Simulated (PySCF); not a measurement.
## Electronic structure of C2H5N3SSi2 in real space

```xyz
13

N    -2.8942    0.7695   -1.6717
C    -2.3372    0.7079   -0.6719
Si   -1.3481    0.5803    0.9062
Si    0.7409   -0.1148    0.1711
N     0.5795   -1.0301   -1.2712
S     1.8569   -1.3790    1.5356
C     1.8982    1.3584    0.0369
N     2.5768    2.2769   -0.0500
H    -1.3798    1.9201    1.4930
H    -2.0790   -0.3734    1.7453
H     1.3490   -1.5728   -1.6334
H    -0.0211   -0.7174   -2.0165
H     1.0536   -2.4250    1.4088
```

Geometry: GFN2-xTB.

These are results of PBE0/pcSseg-1, SCF density, gas phase, non-relativistic (PySCF), not measurements.

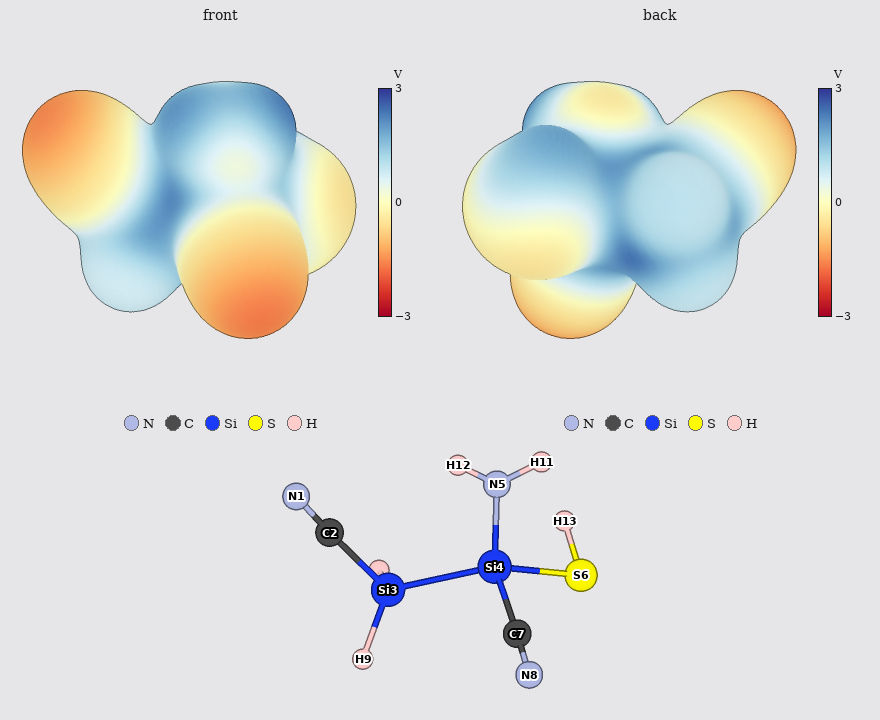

Figure 1. The electrostatic potential painted on the density surface at 0.002 e/bohr³, seen from the front and from behind; red is negative and blue positive. The bare structure is drawn below in the same view.

Q: Describe the electrostatic potential map.

A: The most negative region (about −1.6 V) lies over N8, the most positive (about +2.2 V) over Si3 and H11. N8 is the likeliest acceptor of a hydrogen bond.

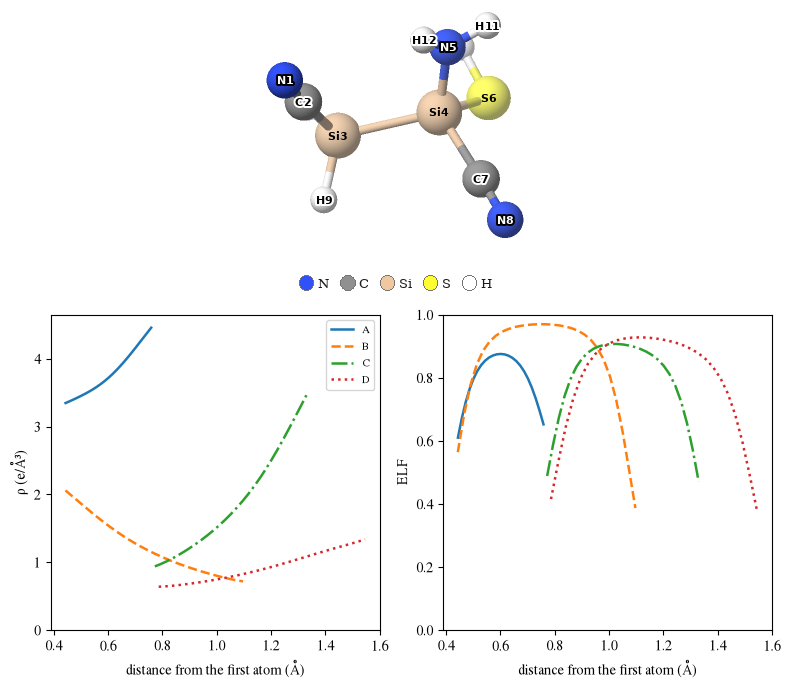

Figure 2. Total electron density and electron localisation function along straight lines between neighbouring atoms. The curves leave out the atomic cores. The structure is drawn too.

Q: Which curve belongs to which contact (C–N, C–Si, Si–N and Si–S)? The first atom named is at distance zero.

A: Curve A: C–N (1.15 Å): ρ at the midpoint is about 3.6 e/Å³; the ELF peaks at about 0.90 between the atoms (a short, multiple covalent bond). Curve B: C–Si (1.87 Å): ρ at the midpoint is about 0.88 e/Å³; the ELF peaks at about 1 between the atoms; a shared electron pair. Curve C: Si–N (1.72 Å): ρ at the midpoint is about 1.1 e/Å³; the ELF peaks at about 0.90 between the atoms (a shared but strongly polarised pair). Curve D: Si–S (2.17 Å): ρ is about 0.81 e/Å³ halfway; the ELF peaks at about 0.95 between the atoms, as expected for a shared electron pair.
